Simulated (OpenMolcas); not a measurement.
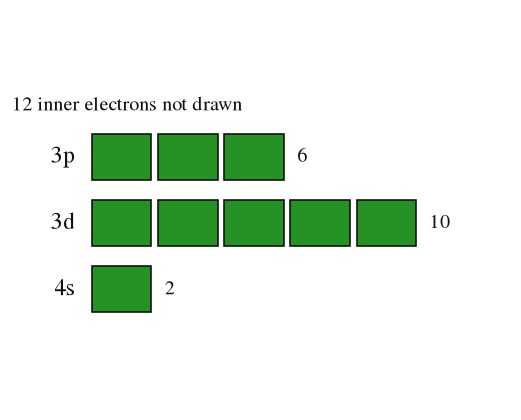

The outer shells of the leading configuration of the lowest level: a box for each of the 2l + 1 orbitals, shaded by the share of the shell that is filled, with the electron count at the right.

**Zn: multiconfigurational calculation (part 1 of 2)**

Zn. Computed at this level: state-averaged RASSCF, active space 2 electrons in the shells 4s 4p 4d; RAS3 4d with at most 2 electrons, basis ANO-RCC, DKH2 scalar Hamiltonian, spin-orbit coupling by RASSI with atomic mean-field integrals (OpenMolcas).

**Results in brief**

| quantity | value |
| --- | --- |
| outcome | converged |
| lowest level | 4s² ¹S₀ |
| first excited level | 4s 4p ³P°₀, 26,182 cm⁻¹ (measured: 32,311) |
| energy of the lowest spin-free term | −1794.25264 hartree |
| energy of the lowest spin-orbit level | −1794.25265 hartree |
| largest spread among components of a term | 0.0 cm⁻¹ |
| hardware | 1 CPU thread, shared host |
| wall time | 1.9 min |

**Notes**

Without dynamic correlation the gaps between configurations can be off by an electronvolt or more. Caveats: extra active shells serve correlation only, their own levels not computed; only configurations of the active space are included.

**The input**
```
&GATEWAY
Coord
1

Zn 0.0 0.0 0.0
Basis=ANO-RCC
Group=XYZ
NoMove
AngMom=0.0 0.0 0.0
AMFI
&SEWARD
&RASSCF
FileOrb=start.orb
Symmetry=1
Spin=3
nActEl=2 0 0
Inactive=8 6
Ras2=1 3
CIRoot=3 3 1
SDav=3
CIMx=300
Iter=120 100
PrWF=0.3
OrbListing=Nothing
MaxOrb=0
Atom
>>> COPY $Project.JobIph JOBPRE
&RASSCF
FileOrb=start.orb
Symmetry=1
Spin=3
nActEl=2 0 2
Inactive=8 6
Ras2=1 3
Ras3=5 0
CIRoot=3 3 1
SDav=18
CIMx=300
Iter=120 100
PrWF=0.3
OrbListing=Nothing
MaxOrb=0
Thrs=2.0e-7 1.0e-1 5.0e-4
Atom
>>> COPY $Project.JobIph JOB001
&RASSCF
FileOrb=start.orb
Symmetry=1
Spin=1
nActEl=2 0 2
Inactive=8 6
Ras2=1 3
Ras3=5 0
CIRoot=6 6 1
SDav=27
CIMx=300
Iter=120 100
PrWF=0.3
OrbListing=Nothing
MaxOrb=0
Thrs=2.0e-7 1.0e-1 5.0e-4
Atom
>>> COPY $Project.JobIph JOB002
&RASSCF
FileOrb=start.orb
Symmetry=2
Spin=3
nActEl=2 0 2
Inactive=8 6
Ras2=1 3
Ras3=5 0
CIRoot=3 3 1
SDav=18
CIMx=300
Iter=120 100
PrWF=0.3
OrbListing=Nothing
MaxOrb=0
Thrs=2.0e-7 1.0e-1 5.0e-4
Atom
>>> COPY $Project.JobIph JOB003
&RASSCF
FileOrb=start.orb
Symmetry=2
Spin=1
nActEl=2 0 2
Inactive=8 6
Ras2=1 3
Ras3=5 0
CIRoot=3 3 1
SDav=18
CIMx=300
Iter=120 100
PrWF=0.3
OrbListing=Nothing
MaxOrb=0
Thrs=2.0e-7 1.0e-1 5.0e-4
Atom
>>> COPY $Project.JobIph JOB004
&RASSI
NrOfJobIphs=4 3 6 3 3
1 2 3
1 2 3 4 5 6
1 2 3
1 2 3
IphNames
JOB001
JOB002
JOB003
JOB004
EJob
SpinOrbit
DIPRint=1.0
SOCoupling=1000.0
Subsets=2
MEES
Property=10
'ANGMOM' 1 'ANGMOM' 2 'ANGMOM' 3 'MLTPL  1' 1 'MLTPL  1' 2 'MLTPL  1' 3
'AMFI' 1 'AMFI' 2 'AMFI' 3 'MLTPL  2' 6
SOProperty=3
'ANGMOM' 1 'ANGMOM' 2 'ANGMOM' 3
```

The file start.orb holds starting orbitals from an earlier step. A driver script formed the levels outside the program, from RASSI's spin-orbit matrix and the active-space energies, averaged over the components of each term or state.

**Output (extracts)**
```
--- SEWARD ---
Basis set label: ZN.ANO-RCC.........

      Electronic valence basis set:
      ------------------
      Associated Effective Charge  30.000000 au
      Associated Actual Charge     30.000000 au
      Nuclear Model: Point charge

      Shell  nPrim  nBasis  Cartesian Spherical Contaminant
         s      21      10        X
         p      15       9        X
         d      10       8                 X
         f       6       6                 X
         g       4       4                 X
         h       2       2                 X
                  Relativistic Douglas-Kroll-Hess integrals:
                    - DKH order of Hamiltonian: 2
                    - DKH order of Properties : 0
                  Atomic mean-field integrals
--- RASSCF ---
Wave function specifications:
      -----------------------------

      Number of closed shell electrons          28
      Number of electrons in active shells       2
      Max number of holes in RAS1 space          0
      Max nr of electrons in RAS3 space          2
      Number of inactive orbitals               14
      Number of active orbitals                  9
      Number of secondary orbitals             154
      Spin quantum number                      1.0
      State symmetry                             1
Orbital specifications:
      -----------------------

      Symmetry species                           1   2
                                                ag  au
      Frozen orbitals                            0   0
      Inactive orbitals                          8   6
      Active orbitals                            6   3
      RAS1 orbitals                              0   0
      RAS2 orbitals                              1   3
      RAS3 orbitals                              5   0
      Secondary orbitals                        72  82
      Deleted orbitals                           0   0
      Number of basis functions                 86  91
      Number of CSFs                            18
      Number of root(s) required                 3
      Iter CI   SX   CI       RASSCF       Energy    max ROT     max BLB   max BLB  Level Ln srch  Step   QN
          iter iter root      energy       change     param      element    value   shift minimum  type update
 Nr of preliminary CI iterations:   1
 ###############################################################################
 ###############################################################################
 ###                                                                         ###
 ###                                                                         ###
 ###    WARNING: Problems in orbital optimization.                           ###
 ###                                                                         ###
 ###                                                                         ###
 ###############################################################################
 ###############################################################################
  Warning: In symmetry  1, orbital p=   9 has diagonal density matrix element D(p,p) close to zero. D(p,p)=  2.698183E-23
      Total energies have been shifted. Add                -1000.00 au
        ...
 ###############################################################################
 ###############################################################################
  Warning: In symmetry  1, orbital p=   9 has diagonal density matrix element D(p,p) close to zero. D(p,p)=  2.479371E-23
        4   1    2    0  -793.92390666    2.27E-13  -2.01E-07    9  24 2  3.49E-07   0.50   0.00    SX    NO
      Convergence after  4 iterations
        5   1    2    0  -793.92390666   -6.82E-13  -2.01E-07    9  24 2  3.33E-07   0.50   0.00    SX    NO
      Natural orbitals and occupation numbers for root  1
      sym 1:   0.000000   0.008756   0.008756   0.002189  -0.000000   0.002189
      sym 2:   0.000000   0.989055   0.989055
      Natural orbitals and occupation numbers for root  2
      sym 1:  -0.000000  -0.000000   0.002189   0.008756   0.008756   0.002189
      sym 2:   0.989055   0.989055   0.000000
      Natural orbitals and occupation numbers for root  3
      sym 1:   0.000000   0.002189  -0.000000   0.002189   0.008756   0.008756
      sym 2:   0.989055  -0.000000   0.989055
::    RASSCF root number  1 Total energy:  -1793.92390666
::    RASSCF root number  2 Total energy:  -1793.92390666
::    RASSCF root number  3 Total energy:  -1793.92390666
--- RASSCF ---
Wave function specifications:
      -----------------------------

      Number of closed shell electrons          28
      Number of electrons in active shells       2
      Max number of holes in RAS1 space          0
      Max nr of electrons in RAS3 space          2
      Number of inactive orbitals               14
      Number of active orbitals                  9
      Number of secondary orbitals             154
      Spin quantum number                      0.0
      State symmetry                             1
Orbital specifications:
      -----------------------

      Symmetry species                           1   2
                                                ag  au
      Frozen orbitals                            0   0
      Inactive orbitals                          8   6
      Active orbitals                            6   3
      RAS1 orbitals                              0   0
      RAS2 orbitals                              1   3
      RAS3 orbitals                              5   0
      Secondary orbitals                        72  82
      Deleted orbitals                           0   0
      Number of basis functions                 86  91
      Number of CSFs                            27
      Number of root(s) required                 6
      Iter CI   SX   CI       RASSCF       Energy    max ROT     max BLB   max BLB  Level Ln srch  Step   QN
          iter iter root      energy       change     param      element    value   shift minimum  type update
 Nr of preliminary CI iterations:   1
      Total energies have been shifted. Add                -1000.00 au
        1   1   33    0  -793.99634185    0.00E+00   1.37E-01*   9  15 1 -1.17E-02*  0.00   0.00    SX    NO
        2   1   33    0  -794.00390985   -7.57E-03*  1.42E-01*   9  15 1  1.98E-02*  0.00   0.00    SX    NO
        3   1   33    0  -794.00273170    1.18E-03*  1.72E-01*   7  22 1 -1.94E-02*  0.00   0.00    SX    NO
        4   1   33    0  -793.99829937    4.43E-03*  2.29E-01*   7  22 1  2.52E-02*  0.00   0.00    SX    NO
        5   1   33    0  -793.99159833    6.70E-03*  1.24E-01*   7  22 1 -3.24E-02*  0.00   0.41    SX   YES
        6   1   32    0  -794.00579101   -1.42E-02*  9.62E-03    7  22 1 -5.14E-03*  0.00   1.08    QN   YES
        7   1   26    0  -794.00596769   -1.77E-04* -2.36E-03    7  22 1  2.76E-03*  0.00   0.92    QN   YES
        8   1   26    0  -794.00597045   -2.76E-06* -3.17E-03    7  22 1 -1.59E-03*  0.00   0.59    SX   YES
        9   1   26    0  -794.00596938    1.08E-06* -2.95E-03    7  22 1  1.76E-03*  0.00   0.46    SX   YES
       10   1   26    0  -794.00597218   -2.80E-06* -1.16E-03    7  22 1 -7.86E-04*  0.00   0.63    QN   YES
       11   1   19    0  -794.00597363   -1.45E-06* -1.82E-05    7  22 1  6.04E-06   0.00   1.00    QN   YES
       12   1    8    0  -794.00597363   -3.75E-10   1.03E-05    3  19 1  2.11E-06   0.00   0.93    QN   YES
      Convergence after 12 iterations
       13   1    8    0  -794.00597363   -2.36E-11   1.03E-05    3  16 1  1.05E-06   0.00   0.93    QN   YES
      Natural orbitals and occupation numbers for root  1
      sym 1:   1.889746   0.000051   0.000051   0.000051   0.000051   0.000051
      sym 2:   0.036666   0.036666   0.036666
      Natural orbitals and occupation numbers for root  2
      sym 1:   0.471521   0.000000   0.474121   0.000295   0.000317   0.000004
      sym 2:   0.000686   0.545523   0.507532
      Natural orbitals and occupation numbers for root  3
      sym 1:   0.472729   0.000000   0.472917   0.000307   0.000306   0.000000
      sym 2:   0.000004   0.525494   0.528243
::    RASSCF root number  1 Total energy:  -1794.25264475
::    RASSCF root number  2 Total energy:  -1793.95663940
::    RASSCF root number  3 Total energy:  -1793.95663940
::    RASSCF root number  4 Total energy:  -1793.95663940
::    RASSCF root number  5 Total energy:  -1793.95663940
::    RASSCF root number  6 Total energy:  -1793.95663940
--- RASSCF ---
Wave function specifications:
      -----------------------------

      Number of closed shell electrons          28
      Number of electrons in active shells       2
      Max number of holes in RAS1 space          0
      Max nr of electrons in RAS3 space          2
      Number of inactive orbitals               14
      Number of active orbitals                  9
      Number of secondary orbitals             154
      Spin quantum number                      1.0
      State symmetry                             2
Orbital specifications:
      -----------------------

      Symmetry species                           1   2
                                                ag  au
      Frozen orbitals                            0   0
      Inactive orbitals                          8   6
      Active orbitals                            6   3
      RAS1 orbitals                              0   0
      RAS2 orbitals                              1   3
      RAS3 orbitals                              5   0
      Secondary orbitals                        72  82
      Deleted orbitals                           0   0
      Number of basis functions                 86  91
      Number of CSFs                            18
      Number of root(s) required                 3
      Iter CI   SX   CI       RASSCF       Energy    max ROT     max BLB   max BLB  Level Ln srch  Step   QN
          iter iter root      energy       change     param      element    value   shift minimum  type update
 Nr of preliminary CI iterations:   1
      Total energies have been shifted. Add                -1000.00 au
        1   1    5    0  -794.13189391    0.00E+00   1.76E-06    6  13 2 -1.18E-06   0.00   0.00    SX    NO
        2   1    4    0  -794.13189391   -5.00E-12   2.85E-07    5  22 1 -1.27E-06   0.00   0.00    SX    NO
        3   1    3    0  -794.13189391   -2.05E-12   3.04E-07    5  22 1  1.56E-06   0.00   0.00    SX    NO
        4   1    3    0  -794.13189391    6.82E-13   3.27E-07    5  22 1 -1.45E-06   0.00   0.00    SX    NO
      Convergence after  4 iterations
        5   1    3    0  -794.13189391   -9.09E-13   3.27E-07    5  22 1  1.45E-06   0.00   0.00    SX    NO
      Natural orbitals and occupation numbers for root  1
      sym 1:   0.994994  -0.000000   0.000000  -0.000000   0.002503   0.002503
      sym 2:   0.002503   0.002503   0.994994
      Natural orbitals and occupation numbers for root  2
      sym 1:   0.994994   0.000000   0.002503  -0.000000   0.002503   0.000000
      sym 2:   0.994994   0.002503   0.002503
      Natural orbitals and occupation numbers for root  3
      sym 1:   0.994994   0.002503  -0.000000  -0.000000   0.002503   0.000000
      sym 2:   0.002503   0.994994   0.002503
::    RASSCF root number  1 Total energy:  -1794.13189391
::    RASSCF root number  2 Total energy:  -1794.13189391
::    RASSCF root number  3 Total energy:  -1794.13189391
--- RASSCF ---
Wave function specifications:
      -----------------------------

      Number of closed shell electrons          28
      Number of electrons in active shells       2
      Max number of holes in RAS1 space          0
      Max nr of electrons in RAS3 space          2
      Number of inactive orbitals               14
      Number of active orbitals                  9
      Number of secondary orbitals             154
      Spin quantum number                      0.0
      State symmetry                             2
Orbital specifications:
      -----------------------

      Symmetry species                           1   2
                                                ag  au
      Frozen orbitals                            0   0
      Inactive orbitals                          8   6
      Active orbitals                            6   3
      RAS1 orbitals                              0   0
      RAS2 orbitals                              1   3
      RAS3 orbitals                              5   0
      Secondary orbitals                        72  82
      Deleted orbitals                           0   0
      Number of basis functions                 86  91
      Number of CSFs                            18
      Number of root(s) required                 3
      Iter CI   SX   CI       RASSCF       Energy    max ROT     max BLB   max BLB  Level Ln srch  Step   QN
          iter iter root      energy       change     param      element    value   shift minimum  type update
 Nr of preliminary CI iterations:   1
      Total energies have been shifted. Add                -1000.00 au
        1   1   28    0  -794.03992127    0.00E+00  -1.65E-01*   8  10 2 -1.61E-02*  0.00   0.00    SX    NO
        2   1   28    0  -794.05184325   -1.19E-02*  4.78E-02    9  15 1  1.91E-02*  0.00   0.00    SX    NO
        3   1   26    0  -794.05357032   -1.73E-03*  2.10E-02    6  10 2  4.70E-03*  0.00   0.00    SX    NO
        4   1   28    0  -794.05385073   -2.80E-04*  7.31E-03    5  24 1  5.49E-03*  0.00   0.00    SX    NO
        5   1   26    0  -794.05388659   -3.59E-05*  3.32E-03    5  24 1 -6.15E-03*  0.00   0.60    QN   YES
        6   1   23    0  -794.05393648   -4.99E-05*  1.57E-03    6  10 2  3.75E-04   0.00   1.11    QN   YES
        7   1   19    0  -794.05393776   -1.27E-06*  1.68E-04    9  15 1  5.06E-05   0.00   1.09    QN   YES
        8   1   12    0  -794.05393777   -1.64E-08   9.16E-06    3  16 1  8.99E-06   0.00   1.02    QN   YES
      Convergence after  8 iterations
        9   1   12    0  -794.05393777   -9.73E-11   9.16E-06    9  19 1 -1.37E-06   0.00   1.02    QN   YES
      Natural orbitals and occupation numbers for root  1
      sym 1:   0.982496   0.008752   0.008752  -0.000000  -0.000000  -0.000000
      sym 2:   0.008752   0.008752   0.982496
      Natural orbitals and occupation numbers for root  2
      sym 1:   0.982496   0.000000   0.008752   0.008752  -0.000000   0.000000
      sym 2:   0.982496   0.008752   0.008752
      Natural orbitals and occupation numbers for root  3
      sym 1:   0.982496   0.000000   0.000000   0.008752   0.008752  -0.000000
      sym 2:   0.008752   0.982496   0.008752
::    RASSCF root number  1 Total energy:  -1794.05393777
::    RASSCF root number  2 Total energy:  -1794.05393777
::    RASSCF root number  3 Total energy:  -1794.05393777
--- RASSI ---
SPIN-FREE ENERGIES:
  (Shifted by EMIN (a.u.) =      -1794.2526447468)

 SF State       Relative EMIN(au)   Rel lowest level(eV)    D:o, cm**(-1)      L_eff

     4             0.0000000000        0.0000000000              0.0000         0.0
    10             0.1207508330        3.2857975554          26501.7446         1.0
    11             0.1207508330        3.2857975554          26501.7446         1.0
    12             0.1207508330        3.2857975554          26501.7446         1.0
    13             0.1987069722        5.4070921712          43611.1395         1.0
    14             0.1987069722        5.4070921712          43611.1395         1.0
    15             0.1987069722        5.4070921712          43611.1395         1.0
     8             0.2960053431        8.0547157215          64965.6636         2.0
     9             0.2960053431        8.0547157215          64965.6636         2.0
     5             0.2960053431        8.0547157215          64965.6636         2.0
     6             0.2960053431        8.0547157215          64965.6636         2.0
     7             0.2960053431        8.0547157215          64965.6636         2.0
     2             0.3287380884        8.9454190978          72149.6708         1.0
     3             0.3287380884        8.9454190978          72149.6708         1.0
     1             0.3287380884        8.9454190978          72149.6708         1.0
     Dipole printing threshold changed to   1.00000000E+00
```

(Continued in part 2.)
